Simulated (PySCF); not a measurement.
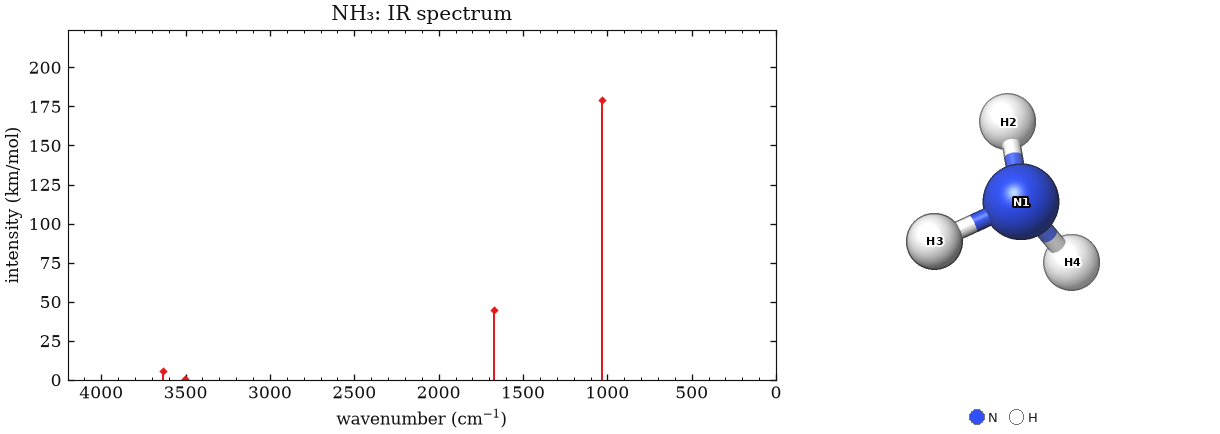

Infrared spectrum of NH₃, singlet (point group C3v). Unscaled harmonic wavenumbers and double-harmonic intensities, PBE0/def2-TZVP with PySCF, isolated molecule. The structure is the lowest of the points that a search from trigonal pyramidal, trigonal planar and T-shaped starts found. Degenerate modes count as one line, with their intensities summed.

Q: List the modes.

A:
| cm⁻¹ | km/mol | symmetry |
| --- | --- | --- |
| 1031.2 | 179.1 | a1 |
| 1670.3 | 45.0 | e (×2) |
| 3504.3 | 0.6 | a1 |
| 3633.5 | 5.6 | e (×2) |
